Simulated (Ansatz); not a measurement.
# GeN2H (doublet): PBE, BLYP, r2SCAN, B97M-V, PBE0, B3LYP over vertical spin and charge gaps and displaced geometries, cc-pVDZ, part 1 of 2

Aim: run GeN2H (doublet) with these functionals over vertical spin and charge gaps and displaced geometries, and hold them against the top wave-function level at the same points.

Method: cc-pVDZ, all electrons in the functionals; program: Ansatz 0.2.0, Gaussian basis.

Plan: PBE, BLYP, r2SCAN, B97M-V, PBE0, B3LYP, at charge 0, doublet; charge 0, quartet; charge 1, singlet; charge 1, triplet; displaced geometry v1; displaced geometry v2 (not every functional at every point).

17 further runs of the same task are left out: 9 that didn't finish, 8 set aside as unsound or not needed.

### Step 1. The geometry

The geometry is a PBE0/def2-TZVP stationary point (not a proven minimum). No spin-orbit coupling is included. The filled d shell of Ge may be among the frozen orbitals whatever the setting's name suggests; the logs give the count.

4 atoms, charge 0, spin multiplicity 2.

Atoms are counted from 1 here; the program's logs count them from 0.

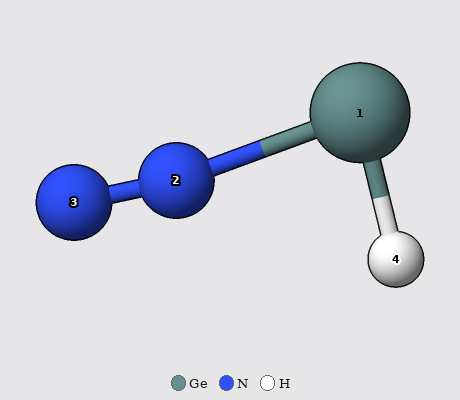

The geometry (germanium teal, nitrogen blue, hydrogen white); atoms are numbered from 1 in the order of the file.

No dispersion term is added; B97M-V holds VV10 nonlocal correlation. B3LYP takes the VWN-RPA correlation.

The geometry shown and the zero of energy belong to the point charge 0, doublet. The yardstick, UCCSDT(Q), and other wave-function levels (R restricted, U unrestricted, valence and pair active spaces) come from earlier runs.

### Step 2. PBE, charge 0, doublet

in.yaml

```yaml
crystal:
  periodic: [false, false, false]
  atoms:
    - {symbol: Ge, position_ang: [0.000000, -0.031412, 0.720207]}
    - {symbol: N, position_ang: [0.000000, 0.075260, -1.340574]}
    - {symbol: N, position_ang: [0.000000, -0.024411, -2.438823]}
    - {symbol: H, position_ang: [0.000000, 1.557202, 0.616174]}
basis:
  gaussian: {orbitals: cc-pVDZ}
magnetization: {spin_polarized: true, initial_magnetization: 1}
hamiltonian: {xc: {name: PBE}}
output: {orbitals: {seedname: orbitals}}
```

Run with:

```
> ansatz run in.yaml --threads 1 --pin off --events-out ev --progress --plain --max-ram 2393MiB
```

Output (excerpt; [...] marks lines left out):

```text
Functional definition: PBE
  name "PBE"
  cite "Perdew, Burke & Ernzerhof, Phys. Rev. Lett. 77, 3865 (1996) doi:10.1103/PhysRevLett.77.3865"
  parent pbe
[...]
829 factors; their error is unknown
[...]
mean field -59500.83394326 eV, -2186.6153163010 hartree, gradient 7.3e-5 eV, S^2 0.752856; 0 other end points of the search recorded, 0 dependent functions left out
reference -59500.83396831 eV, -2186.6153172215 hartree; 24, 23 occupied and 36, 37 virtual orbitals, 829 factors
Total energy: -59500.83396831 eV, -2186.6153172215 hartree
```

Run time: 1.9 s. Hardware: 1 thread of Arm Neoverse V1, shared host.

From the report: ⟨S²⟩ of the determinant 0.753 (pure doublet: 0.75).

### Step 3. PBE, charge 0, quartet

in.yaml, as its differences from that of step 2:

```diff
@@ -9,3 +9,3 @@
   gaussian: {orbitals: cc-pVDZ}
-magnetization: {spin_polarized: true, initial_magnetization: 1}
+magnetization: {spin_polarized: true, initial_magnetization: 3}
 hamiltonian: {xc: {name: PBE}}
```

Same command.

Output (excerpt; [...] marks lines left out):

```text
Functional definition: PBE
  name "PBE"
  cite "Perdew, Burke & Ernzerhof, Phys. Rev. Lett. 77, 3865 (1996) doi:10.1103/PhysRevLett.77.3865"
  parent pbe
[...]
829 factors; their error is unknown
[...]
mean field -59496.93901517 eV, -2186.4721803338 hartree, gradient 3.0e-5 eV, S^2 3.754980; 4 other end points of the search recorded, 0 dependent functions left out
reference -59496.93904252 eV, -2186.4721813389 hartree; 25, 22 occupied and 35, 38 virtual orbitals, 829 factors
Total energy: -59496.93904252 eV, -2186.4721813389 hartree
```

Wall time 7.5 s (1 thread of Arm Neoverse V1, shared host).

From the report: ⟨S²⟩ of the determinant 3.755 (pure quartet: 3.75).

From charge 0, doublet: +89.8 kcal/mol.

### Step 4. PBE, charge 1, singlet

in.yaml, as its differences from that of step 3:

```diff
@@ -9,3 +9,3 @@
   gaussian: {orbitals: cc-pVDZ}
-magnetization: {spin_polarized: true, initial_magnetization: 3}
+total_charge: 1
 hamiltonian: {xc: {name: PBE}}
```

Launched as before.

Output (excerpt; [...] marks lines left out):

```text
Functional definition: PBE
  name "PBE"
  cite "Perdew, Burke & Ernzerhof, Phys. Rev. Lett. 77, 3865 (1996) doi:10.1103/PhysRevLett.77.3865"
  parent pbe
[...]
829 factors; their error is unknown
[...]
mean field -59493.19262773 eV, -2186.3345031346 hartree, gradient 3.7e-5 eV, S^2 0.000000; 0 other end points of the search recorded, 0 dependent functions left out
reference -59493.19265173 eV, -2186.3345040166 hartree; 23, 23 occupied and 37, 37 virtual orbitals, 829 factors
Total energy: -59493.19265173 eV, -2186.3345040166 hartree
```

Wall time 0.96 s (1 thread of Arm Neoverse V1, shared host).

From charge 0, doublet: +176.2 kcal/mol.

### Step 5. PBE, charge 1, triplet

in.yaml, as its differences from that of step 4:

```diff
@@ -10,2 +10,3 @@
 total_charge: 1
+magnetization: {spin_polarized: true, initial_magnetization: 2}
 hamiltonian: {xc: {name: PBE}}
```

Launched as before.

Output (excerpt; [...] marks lines left out):

```text
Functional definition: PBE
  name "PBE"
  cite "Perdew, Burke & Ernzerhof, Phys. Rev. Lett. 77, 3865 (1996) doi:10.1103/PhysRevLett.77.3865"
  parent pbe
[...]
829 factors; their error is unknown
[...]
mean field -59491.24137063 eV, -2186.2627957591 hartree, gradient 1.8e-5 eV, S^2 2.004736; 0 other end points of the search recorded, 0 dependent functions left out
reference -59491.24139727 eV, -2186.2627967378 hartree; 24, 22 occupied and 36, 38 virtual orbitals, 829 factors
Total energy: -59491.24139727 eV, -2186.2627967378 hartree
```

Run time: 2 s. Hardware: 1 thread of Arm Neoverse V1, shared host.

From the report: ⟨S²⟩ of the determinant 2.005 (pure triplet: 2.00).

From charge 0, doublet: +221.2 kcal/mol.

### Step 6. PBE, displaced geometry v1

in.yaml

```yaml
crystal:
  periodic: [false, false, false]
  atoms:
    - {symbol: Ge, position_ang: [-0.005827, -0.034941, 0.729389]}
    - {symbol: N, position_ang: [-0.006660, 0.055589, -1.342545]}
    - {symbol: N, position_ang: [0.041304, 0.015228, -2.483407]}
    - {symbol: H, position_ang: [-0.061473, 1.534026, 0.601392]}
basis:
  gaussian: {orbitals: cc-pVDZ}
magnetization: {spin_polarized: true, initial_magnetization: 1}
hamiltonian: {xc: {name: PBE}}
output: {orbitals: {seedname: orbitals}}
```

Same command.

Output (excerpt; [...] marks lines left out):

```text
Functional definition: PBE
  name "PBE"
  cite "Perdew, Burke & Ernzerhof, Phys. Rev. Lett. 77, 3865 (1996) doi:10.1103/PhysRevLett.77.3865"
  parent pbe
[...]
829 factors; their error is unknown
[...]
mean field -59500.87826167 eV, -2186.6169449726 hartree, gradient 4.7e-5 eV, S^2 0.753050; 1 other end points of the search recorded, 0 dependent functions left out
reference -59500.87828655 eV, -2186.6169458870 hartree; 24, 23 occupied and 36, 37 virtual orbitals, 829 factors
Total energy: -59500.87828655 eV, -2186.6169458870 hartree
```

It took 2.4 s on 1 thread of Arm Neoverse V1, shared host.

From the report: ⟨S²⟩ of the determinant 0.753 (pure doublet: 0.75).

From charge 0, doublet: -1.0 kcal/mol.

### Step 7. PBE, displaced geometry v2

in.yaml

```yaml
crystal:
  periodic: [false, false, false]
  atoms:
    - {symbol: Ge, position_ang: [0.034926, -0.028466, 0.717925]}
    - {symbol: N, position_ang: [-0.129948, 0.086580, -1.331263]}
    - {symbol: N, position_ang: [-0.053327, -0.045515, -2.437692]}
    - {symbol: H, position_ang: [0.029781, 1.480828, 0.635519]}
basis:
  gaussian: {orbitals: cc-pVDZ}
magnetization: {spin_polarized: true, initial_magnetization: 1}
hamiltonian: {xc: {name: PBE}}
output: {orbitals: {seedname: orbitals}}
```

Launched as before.

Output (excerpt; [...] marks lines left out):

```text
Functional definition: PBE
  name "PBE"
  cite "Perdew, Burke & Ernzerhof, Phys. Rev. Lett. 77, 3865 (1996) doi:10.1103/PhysRevLett.77.3865"
  parent pbe
[...]
829 factors; their error is unknown
[...]
mean field -59500.79269142 eV, -2186.6138003238 hartree, gradient 5.5e-5 eV, S^2 0.752882; 1 other end points of the search recorded, 0 dependent functions left out
reference -59500.79271620 eV, -2186.6138012346 hartree; 24, 23 occupied and 36, 37 virtual orbitals, 829 factors
Total energy: -59500.79271620 eV, -2186.6138012346 hartree
```

Run time: 2.2 s. Hardware: 1 thread of Arm Neoverse V1, shared host.

From the report: ⟨S²⟩ of the determinant 0.753 (pure doublet: 0.75).

From charge 0, doublet: +1.0 kcal/mol.

### Step 8. BLYP, charge 0, doublet

in.yaml

```yaml
crystal:
  periodic: [false, false, false]
  atoms:
    - {symbol: Ge, position_ang: [0.000000, -0.031412, 0.720207]}
    - {symbol: N, position_ang: [0.000000, 0.075260, -1.340574]}
    - {symbol: N, position_ang: [0.000000, -0.024411, -2.438823]}
    - {symbol: H, position_ang: [0.000000, 1.557202, 0.616174]}
basis:
  gaussian: {orbitals: cc-pVDZ}
magnetization: {spin_polarized: true, initial_magnetization: 1}
hamiltonian: {xc: {name: BLYP}}
```

Same command.

Output (excerpt; [...] marks lines left out):

```text
Functional definition: BLYP
  name "BLYP"
  cite "Becke, Phys. Rev. A 38, 3098 (1988) doi:10.1103/PhysRevA.38.3098"
  cite "Lee, Yang & Parr, Phys. Rev. B 37, 785 (1988) doi:10.1103/PhysRevB.37.785"
[...]
829 factors; their error is unknown
[...]
mean field -59513.86305504 eV, -2187.0941273274 hartree, gradient 8.7e-5 eV, S^2 0.752106; 3 other end points of the search recorded, 0 dependent functions left out
reference -59513.86329178 eV, -2187.0941360275 hartree; 24, 23 occupied and 36, 37 virtual orbitals, 829 factors
Total energy: -59513.86329178 eV, -2187.0941360275 hartree
```

Wall time 3.7 s (1 thread of Arm Neoverse V1, shared host).

From the report: ⟨S²⟩ of the determinant 0.752 (pure doublet: 0.75).

### Step 9. BLYP, displaced geometry v1

in.yaml

```yaml
crystal:
  periodic: [false, false, false]
  atoms:
    - {symbol: Ge, position_ang: [-0.005827, -0.034941, 0.729389]}
    - {symbol: N, position_ang: [-0.006660, 0.055589, -1.342545]}
    - {symbol: N, position_ang: [0.041304, 0.015228, -2.483407]}
    - {symbol: H, position_ang: [-0.061473, 1.534026, 0.601392]}
basis:
  gaussian: {orbitals: cc-pVDZ}
magnetization: {spin_polarized: true, initial_magnetization: 1}
hamiltonian: {xc: {name: BLYP}}
```

Launched as before.

Output (excerpt; [...] marks lines left out):

```text
Functional definition: BLYP
  name "BLYP"
  cite "Becke, Phys. Rev. A 38, 3098 (1988) doi:10.1103/PhysRevA.38.3098"
  cite "Lee, Yang & Parr, Phys. Rev. B 37, 785 (1988) doi:10.1103/PhysRevB.37.785"
[...]
829 factors; their error is unknown
[...]
mean field -59513.91974061 eV, -2187.0962104839 hartree, gradient 4.2e-5 eV, S^2 0.752346; 1 other end points of the search recorded, 0 dependent functions left out
reference -59513.91997635 eV, -2187.0962191470 hartree; 24, 23 occupied and 36, 37 virtual orbitals, 829 factors
Total energy: -59513.91997635 eV, -2187.0962191470 hartree
```

It took 2 s on 1 thread of Arm Neoverse V1, shared host.

From the report: ⟨S²⟩ of the determinant 0.752 (pure doublet: 0.75).

From charge 0, doublet: -1.3 kcal/mol.

### Step 10. BLYP, displaced geometry v2

in.yaml

```yaml
crystal:
  periodic: [false, false, false]
  atoms:
    - {symbol: Ge, position_ang: [0.034926, -0.028466, 0.717925]}
    - {symbol: N, position_ang: [-0.129948, 0.086580, -1.331263]}
    - {symbol: N, position_ang: [-0.053327, -0.045515, -2.437692]}
    - {symbol: H, position_ang: [0.029781, 1.480828, 0.635519]}
basis:
  gaussian: {orbitals: cc-pVDZ}
magnetization: {spin_polarized: true, initial_magnetization: 1}
hamiltonian: {xc: {name: BLYP}}
```

Same command.

Output (excerpt; [...] marks lines left out):

```text
Functional definition: BLYP
  name "BLYP"
  cite "Becke, Phys. Rev. A 38, 3098 (1988) doi:10.1103/PhysRevA.38.3098"
  cite "Lee, Yang & Parr, Phys. Rev. B 37, 785 (1988) doi:10.1103/PhysRevB.37.785"
[...]
829 factors; their error is unknown
[...]
mean field -59513.81861046 eV, -2187.0924940194 hartree, gradient 6.8e-5 eV, S^2 0.752172; 1 other end points of the search recorded, 0 dependent functions left out
reference -59513.81884431 eV, -2187.0925026130 hartree; 24, 23 occupied and 36, 37 virtual orbitals, 829 factors
Total energy: -59513.81884431 eV, -2187.0925026130 hartree
```

It took 2.3 s on 1 thread of Arm Neoverse V1, shared host.

From the report: ⟨S²⟩ of the determinant 0.752 (pure doublet: 0.75).

From charge 0, doublet: +1.0 kcal/mol.

### Step 11. r2SCAN, charge 0, doublet

in.yaml

```yaml
crystal:
  periodic: [false, false, false]
  atoms:
    - {symbol: Ge, position_ang: [0.000000, -0.031412, 0.720207]}
    - {symbol: N, position_ang: [0.000000, 0.075260, -1.340574]}
    - {symbol: N, position_ang: [0.000000, -0.024411, -2.438823]}
    - {symbol: H, position_ang: [0.000000, 1.557202, 0.616174]}
basis:
  gaussian: {orbitals: cc-pVDZ}
magnetization: {spin_polarized: true, initial_magnetization: 1}
hamiltonian: {xc: {name: r2SCAN}}
```

Same command.

Output (excerpt; [...] marks lines left out):

```text
Functional definition: r2SCAN
  name "r2SCAN"
  cite "Furness, Kaplan, Ning, Perdew & Sun, J. Phys. Chem. Lett. 11, 8208 (2020) doi:10.1021/acs.jpclett.0c02405"
  cite "Furness, Kaplan, Ning, Perdew & Sun, J. Phys. Chem. Lett. 11, 9248 (2020) doi:10.1021/acs.jpclett.0c03077"
  parent r2scan
[...]
829 factors; their error is unknown
[...]
mean field -59510.68895576 eV, -2186.9774813305 hartree, gradient 3.3e-5 eV, S^2 0.757258; 0 other end points of the search recorded, 0 dependent functions left out
reference -59510.68896399 eV, -2186.9774816327 hartree; 24, 23 occupied and 36, 37 virtual orbitals, 829 factors
Total energy: -59510.68896399 eV, -2186.9774816327 hartree
```

It took 5.5 s on 1 thread of Arm Neoverse V1, shared host.

From the report: ⟨S²⟩ of the determinant 0.757 (pure doublet: 0.75).

### Step 12. r2SCAN, charge 0, quartet

in.yaml, as its differences from that of step 11:

```diff
@@ -9,3 +9,4 @@
   gaussian: {orbitals: cc-pVDZ}
-magnetization: {spin_polarized: true, initial_magnetization: 1}
+magnetization: {spin_polarized: true, initial_magnetization: 3}
 hamiltonian: {xc: {name: r2SCAN}}
+output: {forces: true}
```

Same command.

Output:

```text
Functional definition: r2SCAN
  name "r2SCAN"
  cite "Furness, Kaplan, Ning, Perdew & Sun, J. Phys. Chem. Lett. 11, 8208 (2020) doi:10.1021/acs.jpclett.0c02405"
  cite "Furness, Kaplan, Ning, Perdew & Sun, J. Phys. Chem. Lett. 11, 9248 (2020) doi:10.1021/acs.jpclett.0c03077"
  parent r2scan
  parameter k0 = 0.174
  parameter k1 = 0.065
  parameter a1 = 4.9479
  exchange = r2scan_x(k0 = k0, k1 = k1, a1 = a1)
  correlation = r2scan_c
829 factors; their error is unknown
mean field evaluation 1: about -59494.2819 eV, gradient 4.2e1 eV
mean field evaluation 2: about -59299.3647 eV, gradient 1.4e2 eV
mean field evaluation 4: about -59504.9800 eV, gradient 2.1e1 eV
mean field evaluation 8: about -59506.9537 eV, gradient 1.6e-1 eV
mean field evaluation 16: about -59506.9419 eV, gradient 1.1e-3 eV
mean field evaluation 32: about -59505.4943 eV, gradient 2.5e-5 eV
mean field -59506.94190439 eV, -2186.8397797323 hartree, gradient 5.6e-5 eV, S^2 3.760924; 4 other end points of the search recorded, 0 dependent functions left out
the calculation of the forces begins
reference -59506.94191314 eV, -2186.8397800540 hartree; 25, 22 occupied and 35, 38 virtual orbitals, 829 factors
Total energy: -59506.94191314 eV, -2186.8397800540 hartree
Atom 0 at     0.000000    -0.031412     0.720207 Å, force     0.000000    -0.594630     1.414108 eV/Å
Atom 1 at     0.000000     0.075260    -1.340574 Å, force    -0.000000     2.149434     3.408287 eV/Å
Atom 2 at     0.000000    -0.024411    -2.438823 Å, force     0.000000    -1.607141    -5.019814 eV/Å
Atom 3 at     0.000000     1.557202     0.616174 Å, force     0.000000     0.052337     0.197420 eV/Å
Dipole moment:     0.000000     0.024150     0.123615 e Å
```

It took 20 s on 1 thread of Arm Neoverse V1, shared host.

From the report: ⟨S²⟩ of the determinant 3.761 (pure quartet: 3.75).

From charge 0, doublet: +86.4 kcal/mol.

### Step 13. r2SCAN, charge 1, singlet

in.yaml, as its differences from that of step 12:

```diff
@@ -9,4 +9,3 @@
   gaussian: {orbitals: cc-pVDZ}
-magnetization: {spin_polarized: true, initial_magnetization: 3}
+total_charge: 1
 hamiltonian: {xc: {name: r2SCAN}}
-output: {forces: true}
```

The command is unchanged.

Output (excerpt; [...] marks lines left out):

```text
Functional definition: r2SCAN
  name "r2SCAN"
  cite "Furness, Kaplan, Ning, Perdew & Sun, J. Phys. Chem. Lett. 11, 8208 (2020) doi:10.1021/acs.jpclett.0c02405"
  cite "Furness, Kaplan, Ning, Perdew & Sun, J. Phys. Chem. Lett. 11, 9248 (2020) doi:10.1021/acs.jpclett.0c03077"
  parent r2scan
[...]
829 factors; their error is unknown
[...]
mean field -59502.86265690 eV, -2186.6898701521 hartree, gradient 1.2e-5 eV, S^2 0.000000; 0 other end points of the search recorded, 0 dependent functions left out
reference -59502.86266407 eV, -2186.6898704158 hartree; 23, 23 occupied and 37, 37 virtual orbitals, 829 factors
Total energy: -59502.86266407 eV, -2186.6898704158 hartree
```

Wall time 2.6 s (1 thread of Arm Neoverse V1, shared host).

From charge 0, doublet: +180.5 kcal/mol.

### Step 14. r2SCAN, charge 1, triplet

in.yaml, as its differences from that of step 13:

```diff
@@ -10,2 +10,3 @@
 total_charge: 1
+magnetization: {spin_polarized: true, initial_magnetization: 2}
 hamiltonian: {xc: {name: r2SCAN}}
```

Same command.

Output (excerpt; [...] marks lines left out):

```text
Functional definition: r2SCAN
  name "r2SCAN"
  cite "Furness, Kaplan, Ning, Perdew & Sun, J. Phys. Chem. Lett. 11, 8208 (2020) doi:10.1021/acs.jpclett.0c02405"
  cite "Furness, Kaplan, Ning, Perdew & Sun, J. Phys. Chem. Lett. 11, 9248 (2020) doi:10.1021/acs.jpclett.0c03077"
  parent r2scan
[...]
829 factors; their error is unknown
[...]
mean field -59501.10845345 eV, -2186.6254043642 hartree, gradient 6.0e-5 eV, S^2 2.011419; 0 other end points of the search recorded, 0 dependent functions left out
reference -59501.10846263 eV, -2186.6254047018 hartree; 24, 22 occupied and 36, 38 virtual orbitals, 829 factors
Total energy: -59501.10846263 eV, -2186.6254047018 hartree
```

Run time: 5.5 s. Hardware: 1 thread of Arm Neoverse V1, shared host.

From the report: ⟨S²⟩ of the determinant 2.011 (pure triplet: 2.00).

From charge 0, doublet: +220.9 kcal/mol.

### Step 15. r2SCAN, displaced geometry v1

in.yaml

```yaml
crystal:
  periodic: [false, false, false]
  atoms:
    - {symbol: Ge, position_ang: [-0.005827, -0.034941, 0.729389]}
    - {symbol: N, position_ang: [-0.006660, 0.055589, -1.342545]}
    - {symbol: N, position_ang: [0.041304, 0.015228, -2.483407]}
    - {symbol: H, position_ang: [-0.061473, 1.534026, 0.601392]}
basis:
  gaussian: {orbitals: cc-pVDZ}
magnetization: {spin_polarized: true, initial_magnetization: 1}
hamiltonian: {xc: {name: r2SCAN}}
```

The command is unchanged.

Output (excerpt; [...] marks lines left out):

```text
Functional definition: r2SCAN
  name "r2SCAN"
  cite "Furness, Kaplan, Ning, Perdew & Sun, J. Phys. Chem. Lett. 11, 8208 (2020) doi:10.1021/acs.jpclett.0c02405"
  cite "Furness, Kaplan, Ning, Perdew & Sun, J. Phys. Chem. Lett. 11, 9248 (2020) doi:10.1021/acs.jpclett.0c03077"
  parent r2scan
[...]
829 factors; their error is unknown
[...]
mean field -59510.68397595 eV, -2186.9772983258 hartree, gradient 7.2e-5 eV, S^2 0.758007; 0 other end points of the search recorded, 0 dependent functions left out
reference -59510.68398421 eV, -2186.9772986293 hartree; 24, 23 occupied and 36, 37 virtual orbitals, 829 factors
Total energy: -59510.68398421 eV, -2186.9772986293 hartree
```

It took 5.5 s on 1 thread of Arm Neoverse V1, shared host.

From the report: ⟨S²⟩ of the determinant 0.758 (pure doublet: 0.75).

From charge 0, doublet: +0.1 kcal/mol.

### Step 16. r2SCAN, displaced geometry v2

in.yaml

```yaml
crystal:
  periodic: [false, false, false]
  atoms:
    - {symbol: Ge, position_ang: [0.034926, -0.028466, 0.717925]}
    - {symbol: N, position_ang: [-0.129948, 0.086580, -1.331263]}
    - {symbol: N, position_ang: [-0.053327, -0.045515, -2.437692]}
    - {symbol: H, position_ang: [0.029781, 1.480828, 0.635519]}
basis:
  gaussian: {orbitals: cc-pVDZ}
magnetization: {spin_polarized: true, initial_magnetization: 1}
hamiltonian: {xc: {name: r2SCAN}}
```

The command is unchanged.

Output (excerpt; [...] marks lines left out):

```text
Functional definition: r2SCAN
  name "r2SCAN"
  cite "Furness, Kaplan, Ning, Perdew & Sun, J. Phys. Chem. Lett. 11, 8208 (2020) doi:10.1021/acs.jpclett.0c02405"
  cite "Furness, Kaplan, Ning, Perdew & Sun, J. Phys. Chem. Lett. 11, 9248 (2020) doi:10.1021/acs.jpclett.0c03077"
  parent r2scan
[...]
829 factors; their error is unknown
[...]
mean field -59510.65188156 eV, -2186.9761188785 hartree, gradient 5.6e-5 eV, S^2 0.757462; 0 other end points of the search recorded, 0 dependent functions left out
reference -59510.65188976 eV, -2186.9761191801 hartree; 24, 23 occupied and 36, 37 virtual orbitals, 829 factors
Total energy: -59510.65188976 eV, -2186.9761191801 hartree
```

Wall time 5.5 s (1 thread of Arm Neoverse V1, shared host).

From the report: ⟨S²⟩ of the determinant 0.757 (pure doublet: 0.75).

From charge 0, doublet: +0.9 kcal/mol.

### Step 17. B97M-V, charge 0, doublet

in.yaml

```yaml
crystal:
  periodic: [false, false, false]
  atoms:
    - {symbol: Ge, position_ang: [0.000000, -0.031412, 0.720207]}
    - {symbol: N, position_ang: [0.000000, 0.075260, -1.340574]}
    - {symbol: N, position_ang: [0.000000, -0.024411, -2.438823]}
    - {symbol: H, position_ang: [0.000000, 1.557202, 0.616174]}
basis:
  gaussian: {orbitals: cc-pVDZ}
magnetization: {spin_polarized: true, initial_magnetization: 1}
hamiltonian: {xc: {name: B97M-V}}
```

Launched as before.

Output (excerpt; [...] marks lines left out):

```text
Functional definition: B97M-V
  name "B97M-V"
  cite "Mardirossian & Head-Gordon, J. Chem. Phys. 142, 074111 (2015) doi:10.1063/1.4907719"
  cite "Becke, J. Chem. Phys. 107, 8554 (1997) doi:10.1063/1.475007"
  cite "Vydrov & Van Voorhis, J. Chem. Phys. 133, 244103 (2010) doi:10.1063/1.3521275"
  # Of w^i u^j: cxij and so on, Table III.
[...]
  gx(w, u) = cx00 + cx01*u + cx02*u^2 + (cx10 + cx11*u)*w
[...]
  gos(w, u) = cos00 + cos01*u + cos03*u^3 + cos10*w + cos32*w^3*u^2
[...]
      + integral(e_c_pw_mod_opposite_spin*gos(b97_w_opposite, b97_u_opposite)) + vv10(b, c)
829 factors; their error is unknown
[...]
mean field -59501.44095387 eV, -2186.6376235297 hartree, gradient 5.0e-5 eV, S^2 0.754716; 0 other end points of the search recorded, 0 dependent functions left out
reference -59501.44099209 eV, -2186.6376249342 hartree; 24, 23 occupied and 36, 37 virtual orbitals, 829 factors
Total energy: -59501.44099209 eV, -2186.6376249342 hartree
```

It took 9.5 s on 1 thread of Arm Neoverse V1, shared host.

From the report: ⟨S²⟩ of the determinant 0.755 (pure doublet: 0.75).

(Continued in part 2 of 2.)
